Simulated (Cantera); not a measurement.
Input: 1 mol Si3N4, 0.015 mol C, 2.6 mol N2, at 0.00330 bar.

These are equilibrium values from Cantera (NASA tables, ideal gas, pure condensed phases), not measurements of a reactor. Candidate condensed phases: C, Si, SiC, Si3N4; 20 gas species. Mutual solubility and eutectic melting of coexisting phases are not modelled. The tables' values for SiN are old estimates; treat these amounts as uncertain. Equilibrium is a limit: real reactors are often held back by kinetics, nucleation or transport.

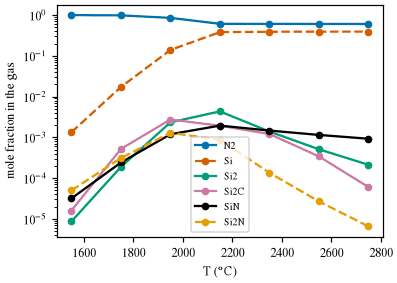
Figure. Equilibrium gas composition (values under 1e-9 drawn at 1e-9)

From 1550 °C to 1750 °C the condensed part is Si(l) + SiC(s). At 1950 °C the condensed part is Si(l). From 2150 °C to 2750 °C nothing is condensed. The main Si-bearing gas is Si throughout.
